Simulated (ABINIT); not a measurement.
**Beyond one shot: MoS2 (P6_3/mmc)**

How far does self-consistency move the gap of MoS2 (P6_3/mmc)?

Method: PBE and many-body steps on it, plane waves, in ABINIT 10.8.3.

The database entry behind the starting cell differs from later determinations by our own check (about 0.3 % long), so it need not match the best structure at ambient conditions.

## Step 1: Starting point

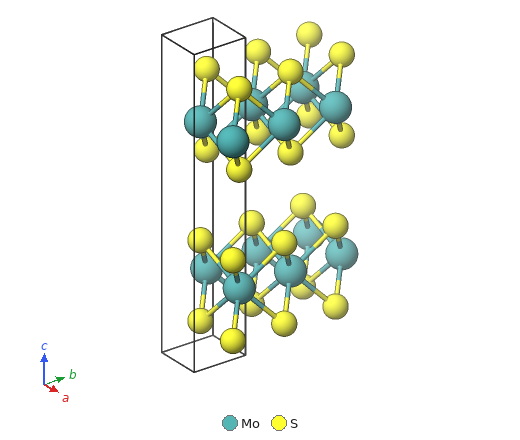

The cell as given, slightly off an axis (molybdenum teal, sulfur yellow). 2×3×1 cells are drawn.

The cell and positions come from the Crystallography Open Database and are kept as given unless a step says otherwise.

## Step 2: Empty states on the mesh, 6×6×1 mesh, 170 bands

This step: ABINIT 10.8.3; DFT, PBE, plane waves, norm-conserving pseudopotentials.

The sums over transitions need many empty states on a uniform mesh; this step solves for them.

run.abi reads:

```
acell 3*1.0 Angstrom
rprim 
  3.169000000004 -0.000000000001 0.000000000000
  -1.584500000001 2.744434504597 0.000000000000
  0.000000000000 0.000000000000 12.324000000000
ntypat 2
znucl 42 16
natom 6
typat 1 1 2 2 2 2
xred 
  0.333333333333 0.666666666667 0.250000000000
  0.666666666667 0.333333333333 0.750000000000
  0.333333333333 0.666666666667 0.623000000000
  0.666666666667 0.333333333333 0.123000000000
  0.333333333333 0.666666666667 0.877000000000
  0.666666666667 0.333333333333 0.377000000000
pp_dirpath "pseudos"
pseudos "Mo.upf, S.upf"
ecut 36
ngkpt 6 6 1
nshiftk 1
shiftk 0 0 0
kptopt 1
chksymbreak 0
iscf -2
irdden 1
istwfk *1
nband 170
nbdbuf 14
tolwfr 1e-09
nstep 60
prtvol 0
indata_prefix "in"
outdata_prefix "out"
tmpdata_prefix "tmp"
```

Run with:

```bash
$ OMP_NUM_THREADS=1 mpirun -n 8 abinit run.abi > log
```

Numbers of over 12 decimals in the logs are rounded to 6 here.

Output:

```text
.Version 10.8.3 of ABINIT. v10.8.2 released Aug 2026.

 Symmetries : space group P6_3/m m c (#194); Bravais hP (primitive hexag.)
[... echo of the input left out ...]
== DATASET  1 ==================================================================
-   mpi_nproc: 8, omp_nthreads: 1 (-1 if OMP is not activated)
-    --> not optimal distribution: autoparal keyword recommended in input file <--

--- !DatasetInfo
iteration_state: {dtset: 1, }
dimensions: {natom: 6, nkpt: 7, mband: 170, nsppol: 1, nspinor: 1, nspden: 1, mpw: 7481, }
cutoff_energies: {ecut:  36.0, pawecutdg:  -1.0, }
[...]
2.33291    2.36622    2.36622    2.37661    2.39030    2.39740    2.40556    2.40556
   2.40764    2.43577    2.43577    2.44051    2.45265    2.48615    2.48636    2.49217
   2.49248    2.51687
 prteigrs : prtvol=0 or 1, do not print more k-points.

== END DATASET(S) ==============================================================
================================================================================

 -outvars: echo values of variables after computation  --------
            nband         170
             nkpt           7
          spgroup         194
 [... the other variables as echoed above ...]

 Calculation completed.
```

Run time: 59 s. Hardware: 8 MPI ranks of Intel Xeon Platinum 8488C (Sapphire Rapids), shared host; peak memory 0.9 GiB.

This step gave:

| Property | Result |
| --- | --- |
| gap | 0.8887 eV |
| k of the valence top | 0, 0, 0 |
| k of the conduction bottom | 0.1667, 0.1667, 0 |
| least direct gap | 1.654 eV |
| k points computed | 7 |
| lowest point of the top converged band, above the valence top | 53.7942 eV |

On this mesh the gap is 0.889 eV.

The density comes from a self-consistent run that is not shown.

## Step 3: Screening, 6×6×1 mesh, 156 bands, screening to 130.6 eV

The RPA dielectric matrix is built and inverted for each q.

This step: RPA screening on PBE, plane waves, norm-conserving pseudopotentials.

run.abi, as its differences from that of step 2:

```diff
@@ -24,10 +24,11 @@
 chksymbreak 0
-iscf -2
-irdden 1
 istwfk *1
-nband 170
-nbdbuf 14
-tolwfr 1e-09
-nstep 60
-prtvol 0
+occopt 1
+irdwfk 1
+optdriver 3
+nband 156
+ecuteps 4.8
+inclvkb 2
+awtr 1
+symchi 1
 indata_prefix "in"
```

Output:

```text
.Version 10.8.3 of ABINIT. v10.8.2 released Aug 2026.

 Symmetries : space group P6_3/m m c (#194); Bravais hP (primitive hexag.)
[... echo of the input left out ...]
== DATASET  1 ==================================================================
-   mpi_nproc: 8, omp_nthreads: 1 (-1 if OMP is not activated)

--- !DatasetInfo
iteration_state: {dtset: 1, }
dimensions: {natom: 6, nkpt: 7, mband: 156, nsppol: 1, nspinor: 1, nspden: 1, mpw: 7481, }
cutoff_energies: {ecut:  36.0, pawecutdg:  -1.0, }
electrons: {nelect:   5.20000000E+01, charge:   0.00000000E+00, occopt:   1.00000000E+00, tsmear:   1.00000000E-02, }

 SCREENING: Calculation of the susceptibility and dielectric matrices

 Based on a program developped by R.W. Godby, V. Olevano, G. Onida, and L. Reining.
 Incorporated in ABINIT by V. Olevano, G.-M. Rignanese, and M. Torrent.
.Using double precision arithmetic ; gwpc =  8

[... cell and pseudopotentials left out ...]
--------------------------------------------------------------------------------

 ==== K-mesh for the wavefunctions ====
 Number of points in the irreducible wedge :     7
[... list of points left out ...]
 Together with 24 symmetry operations and time-reversal symmetry
 yields    36 points in the full Brillouin Zone.

 ==== Q-mesh for the screening function ====
 Number of points in the irreducible wedge :     7
[... list of points left out ...]
 Together with 24 symmetry operations and time-reversal symmetry
 yields    36 points in the full Brillouin Zone.

 setmesh: FFT mesh size selected  =    20x   20x   90
          total number of points  =        36000

 vcoul_init : cutoff-mode = AUXILIARY_FUNCTION
 q-points for optical limit:   1
     1)      0.000010    0.000020    0.000030

- screening: taking advantage of time-reversal symmetry
- Maximum band index for partially occupied states nbvw = 26
- Remaining bands to be divided among processors   nbcw = 130
- Number of bands treated by each node ~16

 Number of electrons calculated from density =   52.0000; Expected =   52.0000
 average of density, n =  0.071892
 r_s =    1.4919
 omega_plasma =   25.8640 [eV]

 calculating chi0 at frequencies [eV] :
  1    0.000000E+00    0.000000E+00
  2    0.000000E+00    2.586399E+01

--------------------------------------------------------------------------------
  q-point number  1        q = ( 0.000000, 0.000000, 0.000000) [r.l.u.]
--------------------------------------------------------------------------------
[... chi0 elements left out ...]
 For q-point:  0.000010 0.000020 0.000030
  dielectric constant =  14.5215
  dielectric constant without local fields =  16.2943

  Average fulfillment of the sum rule on Im[epsilon] for q-point    1 :     77.14  [%]
[... wings left out ...]
  q-point number  2        q = ( 0.166667, 0.000000, 0.000000) [r.l.u.]
--------------------------------------------------------------------------------
[... chi0 elements left out ...]
  Average fulfillment of the sum rule on Im[epsilon] for q-point    2 :     79.73  [%]

 [... 5 further q-points ...]
```

Run time: 67 s. Hardware: 8 MPI ranks; peak memory 2.6 GiB; 8.9 min of CPU time.

This step gave:

```
ε∞ with local fields, on this mesh, along the program's q direction : 14.52
the same without local fields                                       : 16.29
plasma frequency                                                    : 25.86 eV
plane waves in the screening matrix                                 : 341
```

Local fields lower ε∞ by 11 %. On a Γ-centred mesh this coarse the value itself is usually too large, while a short band sum pulls it down.

## Step 4: G0W0

The self-energy is evaluated for the states that the input lists, and the levels follow from it, in one-shot runs by the linearised quasiparticle equation.

This step: G0W0 on PBE, plane waves, norm-conserving pseudopotentials.

run.abi, as its differences from that of step 3:

```diff
@@ -27,8 +27,19 @@
 irdwfk 1
-optdriver 3
+optdriver 4
 nband 156
+gwcalctyp 0
+ecutsigx 36
+symsigma 1
+nkptgw 3
+kptgw 
+  0.0000000000 0.0000000000 0.0000000000
+  0.1666666667 0.1666666667 0.0000000000
+  0.3333333333 0.3333333333 0.0000000000
+bdgw 
+  25 28
+  25 28
+  25 28
 ecuteps 4.8
-inclvkb 2
-awtr 1
-symchi 1
+irdscr 1
+ppmodel 1
 indata_prefix "in"
```

Output:

```text
.Version 10.8.3 of ABINIT. v10.8.2 released Aug 2026.

 Symmetries : space group P6_3/m m c (#194); Bravais hP (primitive hexag.)
[... echo of the input left out ...]
== DATASET  1 ==================================================================
-   mpi_nproc: 8, omp_nthreads: 1 (-1 if OMP is not activated)

--- !DatasetInfo
iteration_state: {dtset: 1, }
dimensions: {natom: 6, nkpt: 7, mband: 156, nsppol: 1, nspinor: 1, nspden: 1, mpw: 7481, }
cutoff_energies: {ecut:  36.0, pawecutdg:  -1.0, }
electrons: {nelect:   5.20000000E+01, charge:   0.00000000E+00, occopt:   1.00000000E+00, tsmear:   1.00000000E-02, }

 SIGMA: Calculation of the GW corrections

 Based on a program developped by R.W. Godby, V. Olevano, G. Onida, and L. Reining.
 Incorporated in ABINIT by V. Olevano, G.-M. Rignanese, and M. Torrent.
.Using double precision arithmetic ; gwpc =  8

[... cell and pseudopotentials left out ...]
--------------------------------------------------------------------------------

 ==== K-mesh for the wavefunctions ====
 Number of points in the irreducible wedge :     7
[... list of points left out ...]
 Together with 24 symmetry operations and time-reversal symmetry
 yields    36 points in the full Brillouin Zone.

 ==== Q-mesh for screening function ====
 Number of points in the irreducible wedge :     7
[... list of points left out ...]
 Together with 24 symmetry operations and time-reversal symmetry
 yields    36 points in the full Brillouin Zone.

 vcoul_init : cutoff-mode = AUXILIARY_FUNCTION
 q-points for optical limit:   1
     1)      0.000010    0.000020    0.000030
 setmesh: FFT mesh size selected  =    32x   32x  128
          total number of points  =       131072

 Number of electrons calculated from density =   52.0000; Expected =   52.0000
 average of density, n =  0.071892
 r_s =    1.4919
 omega_plasma =   25.8640 [eV]

 === KS Band Gaps ===
  >>>> For spin  1
   Minimum direct gap =   1.6539 [eV], located at k-point      :   0.3333  0.3333  0.0000
   Fundamental gap    =   0.8888 [eV], Top of valence bands at :   0.0000  0.0000  0.0000
                                       Bottom of conduction at :   0.1667  0.1667  0.0000
 SIGMA fundamental parameters:
 PLASMON POLE MODEL  1
 number of plane-waves for SigmaX                 7437
 number of plane-waves for SigmaC and W            341
 number of plane-waves for wavefunctions          7437
 number of bands                                   156
 number of independent spin polarizations            1
 number of spinorial components                      1
 number of k-points in IBZ                           7
 number of q-points in IBZ                           7
 number of symmetry operations                      24
 number of k-points in BZ                           36
 number of q-points in BZ                           36
 number of frequencies for dSigma/dE                 9
 frequency step for dSigma/dE [eV]                0.25
 number of omega for Sigma on real axis              0
 max omega for Sigma on real axis  [eV]           0.00
 zcut for avoiding poles [eV]                     0.10

 EPSILON^-1 parameters (SCR file):
 dimension of the eps^-1 matrix on file            341
 dimension of the eps^-1 matrix used               341
 number of plane-waves for wavefunctions          7437
 number of bands                                   156
 number of q-points in IBZ                           7
 number of frequencies                               2
 number of real frequencies                          1
 number of imag frequencies                          1

 matrix elements of self-energy operator (all in [eV])

 Perturbative Calculation

--- !SelfEnergy_ee
iteration_state: {dtset: 1, }
kpoint     : [   0.000,    0.000,    0.000, ]
spin       : 1
KS_gap     :    2.100
QP_gap     :    2.459
Delta_QP_KS:    0.360
data: !SigmaeeData |
     Band     E0 <VxcDFT>   SigX SigC(E0)      Z dSigC/dE  Sig(E)    E-E0       E
       25   7.290 -15.411 -16.658   1.470   0.777  -0.288 -15.238   0.173   7.463
       26   8.434 -16.391 -17.086   1.015   0.774  -0.291 -16.144   0.247   8.682
       27  10.534 -15.683 -11.194  -3.709   0.778  -0.285 -15.076   0.607  11.141
       28  10.534 -15.683 -11.194  -3.709   0.778  -0.285 -15.076   0.607  11.141

--- !SelfEnergy_ee
iteration_state: {dtset: 1, }
kpoint     : [   0.167,    0.167,    0.000, ]
spin       : 1
KS_gap     :    2.343
QP_gap     :    2.656
Delta_QP_KS:    0.313
data: !SigmaeeData |
     Band     E0 <VxcDFT>   SigX SigC(E0)      Z dSigC/dE  Sig(E)    E-E0       E
       25   6.952 -16.023 -17.484   1.726   0.773  -0.294 -15.818   0.204   7.156
       26   6.980 -16.154 -17.551   1.702   0.773  -0.294 -15.919   0.235   7.215
[...]
--- !SelfEnergy_ee
iteration_state: {dtset: 1, }
kpoint     : [   0.333,    0.333,    0.000, ]
spin       : 1
KS_gap     :    1.654
QP_gap     :    2.164
Delta_QP_KS:    0.510
data: !SigmaeeData |
     Band     E0 <VxcDFT>   SigX SigC(E0)      Z dSigC/dE  Sig(E)    E-E0       E
[...]
26   7.832 -16.516 -17.090   0.962   0.776  -0.288 -16.216   0.301   8.133
       27   9.486 -17.609 -13.378  -3.184   0.775  -0.291 -16.798   0.811  10.297
       28   9.486 -17.609 -13.378  -3.184   0.775  -0.291 -16.798   0.811  10.297

== END DATASET(S) ==============================================================
================================================================================

 -outvars: echo values of variables after computation  --------
           etotal      0.0000000000E+00
            nband         156
             nkpt           7
          spgroup         194
 [... the other variables as echoed above ...]

 Calculation completed.
```

Run time: 20 s. Hardware: 8 MPI ranks; peak memory 2 GiB; 2.6 min of CPU time.

Numbers from this step:

| Item | Value |
| --- | --- |
| G0W0 gap on the points computed | 1.189 eV |
| starting gap on the mesh | 0.8887 eV |
| k of the valence top | 0, 0, 0 |
| k of the conduction bottom | 0.1667, 0.1667, 0 |
| Z at the valence top | 0.774 |
| Z at the conduction bottom | 0.783 |
| least direct G0W0 gap on the computed points | 2.164 eV |

The gap on the mesh goes from 0.89 eV to 1.19 eV, a correction of +0.30 eV.

## Step 5: evGW0, cycle 1

This step: evGW0 on PBE, plane waves, norm-conserving pseudopotentials.

run.abi, as its differences from that of step 4:

```diff
@@ -29,14 +29,22 @@
 nband 156
-gwcalctyp 0
+gwcalctyp 10
 ecutsigx 36
 symsigma 1
-nkptgw 3
+nkptgw 7
 kptgw 
   0.0000000000 0.0000000000 0.0000000000
+  0.1666666667 0.0000000000 0.0000000000
+  0.3333333333 0.0000000000 0.0000000000
+  0.5000000000 0.0000000000 0.0000000000
   0.1666666667 0.1666666667 0.0000000000
+  0.3333333333 0.1666666667 0.0000000000
   0.3333333333 0.3333333333 0.0000000000
 bdgw 
-  25 28
-  25 28
-  25 28
+  13 34
+  13 34
+  13 34
+  13 34
+  13 34
+  13 34
+  13 34
 ecuteps 4.8
```

Output:

```text
.Version 10.8.3 of ABINIT. v10.8.2 released Aug 2026.

 Symmetries : space group P6_3/m m c (#194); Bravais hP (primitive hexag.)
[... echo of the input left out ...]
== DATASET  1 ==================================================================
-   mpi_nproc: 8, omp_nthreads: 1 (-1 if OMP is not activated)

--- !DatasetInfo
iteration_state: {dtset: 1, }
dimensions: {natom: 6, nkpt: 7, mband: 156, nsppol: 1, nspinor: 1, nspden: 1, mpw: 7481, }
cutoff_energies: {ecut:  36.0, pawecutdg:  -1.0, }
electrons: {nelect:   5.20000000E+01, charge:   0.00000000E+00, occopt:   1.00000000E+00, tsmear:   1.00000000E-02, }

 SIGMA: Calculation of the GW corrections

 Based on a program developped by R.W. Godby, V. Olevano, G. Onida, and L. Reining.
 Incorporated in ABINIT by V. Olevano, G.-M. Rignanese, and M. Torrent.
.Using double precision arithmetic ; gwpc =  8

[... cell and pseudopotentials left out ...]
--------------------------------------------------------------------------------

 ==== K-mesh for the wavefunctions ====
 Number of points in the irreducible wedge :     7
[... list of points left out ...]
 Together with 24 symmetry operations and time-reversal symmetry
 yields    36 points in the full Brillouin Zone.

 ==== Q-mesh for screening function ====
 Number of points in the irreducible wedge :     7
[... list of points left out ...]
 Together with 24 symmetry operations and time-reversal symmetry
 yields    36 points in the full Brillouin Zone.

 vcoul_init : cutoff-mode = AUXILIARY_FUNCTION
 q-points for optical limit:   1
     1)      0.000010    0.000020    0.000030
 setmesh: FFT mesh size selected  =    32x   32x  128
          total number of points  =       131072

 Number of electrons calculated from density =   52.0000; Expected =   52.0000
[...]
Band     E_DFT   <VxcDFT>   E(N-1)  <Hhartree>   SigX  SigC[E(N-1)]    Z     dSigC/dE  Sig[E(N)]  DeltaE  E(N)_pert E(N)_diago
[...]
--- !SelfEnergy_ee
iteration_state: {dtset: 1, }
kpoint     : [   0.333,    0.333,    0.000, ]
spin       : 1
KS_gap     :    1.654
QP_gap     :    2.164
Delta_QP_KS:    0.510
data: !SigmaeeData |
     Band     E_DFT   <VxcDFT>   E(N-1)  <Hhartree>   SigX  SigC[E(N-1)]    Z     dSigC/dE  Sig[E(N)]  DeltaE  E(N)_pert E(N)_diago
[...]
33    12.655   -17.736    12.655    30.391   -11.578    -5.039     0.763    -0.311   -16.882     0.854    13.509    13.775
       34    12.655   -17.736    12.655    30.391   -11.578    -5.039     0.763    -0.311   -16.882     0.854    13.509    13.775

 New Fermi energy :        3.450165E-01 Ha ,    9.388378E+00 eV

 === QP Band Gaps ===
  >>>> For spin  1
   Minimum direct gap =   2.3132 [eV], located at k-point      :   0.3333  0.3333  0.0000
   Fundamental gap    =   1.2691 [eV], Top of valence bands at :   0.0000  0.0000  0.0000
                                       Bottom of conduction at :   0.1667  0.1667  0.0000

 writing QP data on file : out_QPS

 Convergence of QP corrections
 >>>>> For spin  1 <<<<<
.  kptgw no:  1; Maximum DeltaE = (   0.087   0.000) for band index: 16
.  kptgw no:  2; Maximum DeltaE = (   0.068   0.000) for band index: 20
.  kptgw no:  3; Maximum DeltaE = (  -0.078   0.000) for band index: 22
.  kptgw no:  4; Maximum DeltaE = (  -0.336   0.005) for band index: 15
.  kptgw no:  5; Maximum DeltaE = (  -0.081   0.001) for band index: 20
.  kptgw no:  6; Maximum DeltaE = (  -0.247  -0.000) for band index: 17
.  kptgw no:  7; Maximum DeltaE = (  -0.348   0.000) for band index: 22

== END DATASET(S) ==============================================================
================================================================================

 -outvars: echo values of variables after computation  --------
           etotal      0.0000000000E+00
            nband         156
             nkpt           7
          spgroup         194
 [... the other variables as echoed above ...]

 Calculation completed.
```

Wall time 4.9 min (8 MPI ranks); peak memory 4.8 GiB.

This step gave:

```yaml
quasiparticle_gap_on_the_mesh: 1.269 eV
gap_of_the_density_functional_on_the_mesh: 0.8887 eV
k_of_the_valence_top: 0, 0, 0
k_of_the_conduction_bottom: 0.1667, 0.1667, 0
z_at_the_valence_top: 0.774
z_at_the_conduction_bottom: 0.783
least_direct_quasiparticle_gap_on_the_computed_points: 2.313 eV
```

Against G0W0 in ABINIT (6×6×1 mesh, 156 bands, screening to 130.6 eV, Godby-Needs plasmon pole), the gap moves by +0.080 eV. This first cycle still uses the starting levels; it takes the full correction, at all points of the mesh, and its linearised value is 1.189 eV.

## Step 6: evGW0, cycle 2

The corrected levels of the last cycle go back in.

run.abi, as its differences from that of step 5:

```diff
@@ -52,2 +52,3 @@
 ppmodel 1
+irdqps 1
 indata_prefix "in"
```

Output:

```text
.Version 10.8.3 of ABINIT. v10.8.2 released Aug 2026.

 Symmetries : space group P6_3/m m c (#194); Bravais hP (primitive hexag.)
[... echo of the input left out ...]
== DATASET  1 ==================================================================
-   mpi_nproc: 8, omp_nthreads: 1 (-1 if OMP is not activated)

--- !DatasetInfo
iteration_state: {dtset: 1, }
dimensions: {natom: 6, nkpt: 7, mband: 156, nsppol: 1, nspinor: 1, nspden: 1, mpw: 7481, }
cutoff_energies: {ecut:  36.0, pawecutdg:  -1.0, }
[...]
.  kptgw no:  5; Maximum DeltaE = (   0.028  -0.000) for band index: 22
.  kptgw no:  6; Maximum DeltaE = (   0.031   0.000) for band index: 18
.  kptgw no:  7; Maximum DeltaE = (   0.067  -0.001) for band index: 22

== END DATASET(S) ==============================================================
================================================================================

 -outvars: echo values of variables after computation  --------
           etotal      0.0000000000E+00
            nband         156
             nkpt           7
          spgroup         194
 [... the other variables as echoed above ...]

 Calculation completed.
```

It took 4.9 min on 8 MPI ranks; peak memory 4.8 GiB.

Numbers from this step:

| Property | Result |
| --- | --- |
| quasiparticle gap on the mesh | 1.216 eV |
| gap of the density functional on the mesh | 0.8887 eV |
| k of the valence top | 0, 0, 0 |
| k of the conduction bottom | 0.1667, 0.1667, 0 |
| least direct quasiparticle gap on the computed points | 2.196 eV |

Against the cycle before, the gap moves by −0.053 eV.

(Part 1 of 2 ends here.)

[Paths, hosts, dates, memory and timing lines, banners, echoed tables and standing remarks are left out of the program output.]

[Logs are printed without paths, hosts, clocks, repeated set-up lines and the standing remarks that a program may print on its own settings, such as how far it seeks lower states.]

[Runs of the session that timed out or met a known fault of the program may be left out.]

[Hosts, paths, dates, database ids (printed as entryN), source tags and the programs' standing remarks are cut or masked in the printed files.]

[G0W0 gaps are taken among the corrected bands and points alone; a level outside them can change the order at an edge.]

[Where Ansatz stands beside ABINIT at settings called matched, ABINIT's density can come from a denser mesh and the files from another edition; pairs whose starting gaps differed by over 0.03 eV were left out, so agreement reads better than it is.]
